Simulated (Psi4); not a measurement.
# [PH4]+ (SMILES [PH4+]) at 3 levels

We compute a comparison of 3 runs (FNO-CCSD(T)/pcSseg-1) of [PH4]+. 

The results are computed with Psi4 1.11.

2 further runs of the same task are left out: 1 that didn't finish, 1 set aside as unsound or not needed.

### Step 1. The system as given

The species is [PH4]+ (5 atoms), meant as a singlet with charge +1. As SMILES, `[PH4+]`. Geometry: relaxed at GFN2-xTB.

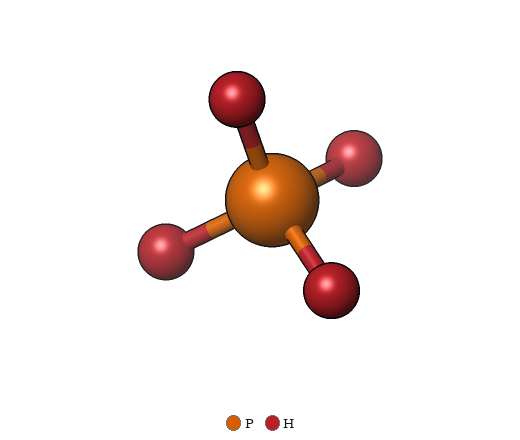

Viewed from a chosen angle; phosphorus orange, hydrogen red.

### Step 2. The energy at FNO-CCSD(T)/pcSseg-1 (Cholesky decomposition, Cholesky for correlation) (run 1)

File calc.inp:

```
memory 1.6 GB

molecule mol {
  1 1
  P
  H 1 1.375057
  H 1 1.375079 2 109.47152
  H 1 1.375189 2 109.45733 3 -120.00612
  H 1 1.375039 2 109.4797 4 -119.99432
  units angstrom
  no_reorient
  no_com
}

set globals {
  scf_type cd
  freeze_core true
  cc_type cd
}

energy('fno-ccsd(t)/pcSseg-1')
```

The run is started by

```console
$ psi4 calc.inp calc.out -n 1
```

calc.out:

```text
[...]
  Running in c1 symmetry.
[...]
  Nuclear repulsion =   24.503799334939053
[...]
  Multiplicity = 1
[...]
  Nalpha       = 9
  Nbeta        = 9
[...]
    Number of basis functions: 44
[...]
   @RHF iter   1:  -342.71456153232708    1.49403e-01   5.33079e-03 ADIIS/DIIS
[...]
   @RHF iter   8:  -342.76389933697044   -1.22782e-11   6.10791e-09 DIIS
[...]
    Orbital Energies [Eh]
    ---------------------
    Doubly Occupied:
       1A    -80.281255     2A     -7.811991     3A     -5.717684
       4A     -5.717680     5A     -5.717679     6A     -1.182757
       7A     -0.843899     8A     -0.843844     9A     -0.843831
[...]
  @RHF Final Energy:  -342.76389933697044
   => Energetics <=
    Nuclear Repulsion Energy =             24.5037993349390533
    One-Electron Energy =                -516.6141574489593040
    Two-Electron Energy =                 149.3464587770498042
    Total Energy =                       -342.7638993369704394
[...]
 Multipole Moments:
 ------------------------------------------------------------------------------------
     Multipole            Electronic (a.u.)      Nuclear  (a.u.)        Total (a.u.)
 ------------------------------------------------------------------------------------
 L = 1.  Multiply by 2.5417464519 to convert [e a0] to [Debye]
 Dipole X            :          0.0001555           -0.0001739           -0.0000184
 Dipole Y            :         -0.0000267           -0.0001441           -0.0001708
 Dipole Z            :          0.0000390            0.0000602            0.0000993
 Magnitude           :                                                    0.0001984
[...]
      * MP2 total energy:                  -342.890043031048
[...]
      * CCSD total energy:                 -342.917328475798
[...]
      * CCSD(T) total energy                -342.920348331533
[...]
```

Run time: 1.4 s. Hardware: 1 thread of Intel Xeon 6975P-C (Granite Rapids), shared host; peak memory 0.21 GiB.

### Step 3. The energy at FNO-CCSD(T)/pcSseg-1 (ZORA, Cholesky decomposition, Cholesky for correlation) (run 2)

File h4p.xyz:

```xyz
5
H4P
P     -0.000020     0.000000     0.000050
H      1.357460    -0.061330     0.210450
H     -0.617320    -1.016050     0.691010
H     -0.261860    -0.133750    -1.343340
H     -0.478250     1.211140     0.441830
```

File job.py:

```python
import psi4

psi4.set_memory('1600 MB')
psi4.set_num_threads(1)
psi4.core.set_output_file('output.dat', False)

with open('h4p.xyz') as f:
    atoms = ''.join(f.readlines()[2:])
m = psi4.geometry('1 1\n' + atoms + 'no_reorient\nno_com')

psi4.set_options({
    'scf_type': 'cd',
    'freeze_core': True,
    'cc_type': 'cd',
    'relativistic': 'zora',
})

result = psi4.energy("fno-ccsd(t)/pcSseg-1", molecule=m)
print(f'fno-ccsd(t)/pcSseg-1 energy: {result:.10f} Eh')
```

The run is started by

```console
$ python job.py
```

output.dat:

```text
[...]
  Running in c1 symmetry.
[...]
  Nuclear repulsion =   24.503795143253772
[...]
  Multiplicity = 1
[...]
  Nalpha       = 9
  Nbeta        = 9
[...]
    Number of basis functions: 44
[...]
   @RHF iter   1:  -343.95127081719477    1.42336e-01   5.50074e-03 ADIIS/DIIS
[...]
   @RHF iter   8:  -344.00071838917285   -1.17097e-11   6.13231e-09 DIIS
[...]
    Orbital Energies [Eh]
    ---------------------
    Doubly Occupied:
       1A    -80.748704     2A     -7.853435     3A     -5.723640
       4A     -5.723639     5A     -5.723638     6A     -1.184900
       7A     -0.843578     8A     -0.843546     9A     -0.843504
[...]
  @RHF Final Energy:  -344.00071838917285
   => Energetics <=
    Nuclear Repulsion Energy =             24.5037951432537717
    One-Electron Energy =                -518.0318610535391599
    Two-Electron Energy =                 149.5273475211125174
    Total Energy =                       -344.0007183891728459
[...]
 Multipole Moments:
 ------------------------------------------------------------------------------------
     Multipole            Electronic (a.u.)      Nuclear  (a.u.)        Total (a.u.)
 ------------------------------------------------------------------------------------
 L = 1.  Multiply by 2.5417464519 to convert [e a0] to [Debye]
 Dipole X            :          0.0004570           -0.0005102           -0.0000532
 Dipole Y            :         -0.0000266            0.0000189           -0.0000077
 Dipole Z            :         -0.0012660            0.0013228            0.0000568
 Magnitude           :                                                    0.0000782
[...]
      * MP2 total energy:                  -344.126981329368
[...]
      * CCSD total energy:                 -344.154268134518
[...]
      * CCSD(T) total energy                -344.157296614103
[...]
```

Standard output:

```text
fno-ccsd(t)/pcSseg-1 energy: -344.1572966141 Eh
```

Run time: 4.8 s. Hardware: 1 thread of Intel Xeon 6975P-C (Granite Rapids), shared host; peak memory 0.35 GiB.

### Step 4. The energy at FNO-CCSD(T)/pcSseg-1 (ZORA, Cholesky decomposition, Cholesky for correlation, Cartesian functions) (run 3)

File job.inp:

```
memory 1600 mb

molecule geom {
  1 1
  P
  H 1 r2
  H 1 r3 2 a3
  H 1 r4 2 a4 3 d4
  H 1 r5 2 a5 4 d5

  r2 = 1.375057
  r3 = 1.375079
  a3 = 109.47152
  r4 = 1.375189
  a4 = 109.45733
  d4 = -120.00612
  r5 = 1.375039
  a5 = 109.4797
  d5 = -119.99432
  no_reorient
  no_com
}

set globals {
  scf_type     cd
  freeze_core  true
  cc_type      cd
  soscf        true
  puream       false
  diis         false
  maxiter      60
  relativistic zora
}

e_tot = energy('fno-ccsd(t)/pcSseg-1')
print_variables()
```

The run is started by

```console
$ psi4 -n 1 job.inp job.out
```

job.out:

```text
[...]
  Running in c1 symmetry.
[...]
  Nuclear repulsion =   24.503799334939053
[...]
  Multiplicity = 1
[...]
  Nalpha       = 9
  Nbeta        = 9
[...]
    Number of basis functions: 45
[...]
   @RHF iter   1:  -343.95478416539237    1.41115e-01   5.67473e-03 ADIIS
[...]
   @RHF iter   5:  -344.00473365725202   -5.91200e-09   4.59351e-09 SOSCF, nmicro=conv
[...]
    Orbital Energies [Eh]
    ---------------------
    Doubly Occupied:
       1A    -80.735246     2A     -7.855463     3A     -5.719475
       4A     -5.719473     5A     -5.719469     6A     -1.185406
       7A     -0.843410     8A     -0.843380     9A     -0.843339
[...]
  @RHF Final Energy:  -344.00473365725202
   => Energetics <=
    Nuclear Repulsion Energy =             24.5037993349390533
    One-Electron Energy =                -518.0877456430943084
    Two-Electron Energy =                 149.5792126509032300
    Total Energy =                       -344.0047336572520180
[...]
 Multipole Moments:
 ------------------------------------------------------------------------------------
     Multipole            Electronic (a.u.)      Nuclear  (a.u.)        Total (a.u.)
 ------------------------------------------------------------------------------------
 L = 1.  Multiply by 2.5417464519 to convert [e a0] to [Debye]
 Dipole X            :          0.0002054           -0.0001739            0.0000315
 Dipole Y            :          0.0001629           -0.0001441            0.0000188
 Dipole Z            :          0.0000936            0.0000602            0.0001538
 Magnitude           :                                                    0.0001581
[...]
      * MP2 total energy:                  -344.132020585538
[...]
      * CCSD total energy:                 -344.159166233778
[...]
      * CCSD(T) total energy                -344.162270266240
[...]
```

Run time: 4.8 s. Hardware: 1 thread of Intel Xeon 6975P-C (Granite Rapids), shared host; peak memory 0.35 GiB.

### Step 5. The series

```
run                                                                                               level  Cartesian functions  soscf  energy (Eh)  HOMO energy (eV)  LUMO energy (eV)  HOMO–LUMO gap (eV)  wall time
  1                             FNO-CCSD(T)/pcSseg-1 (Cholesky decomposition, Cholesky for correlation)                   no      –  -342.920348            -22.96             -2.09               20.87      1.4 s
  2                       FNO-CCSD(T)/pcSseg-1 (ZORA, Cholesky decomposition, Cholesky for correlation)                   no      –  -344.157297            -22.95             -2.12               20.84      4.8 s
  3  FNO-CCSD(T)/pcSseg-1 (ZORA, Cholesky decomposition, Cholesky for correlation, Cartesian functions)                  yes    yes  -344.162270            -22.95             -2.12               20.83      4.8 s
```

### Step 6. What came out

| quantity | value |
| --- | --- |
| run 3: total energy | -344.16227 Eh |
| run 3: HOMO energy (Hartree–Fock orbitals) | -22.95 eV |
| run 3: LUMO energy (Hartree–Fock orbitals) | -2.12 eV |
| run 3: HOMO–LUMO gap (Hartree–Fock orbitals) | 20.83 eV |
| run 3: correlation energy (5 core orbitals frozen) | -157.5 mEh |
| run 3: (T) correction | -3.10 mEh |
| run 3: T1 diagnostic | 0.010 |

Some runs of one species differ in core potentials or relativity; totals across that change don't compare. All runs together took 11 s, the longest 4.8 s.
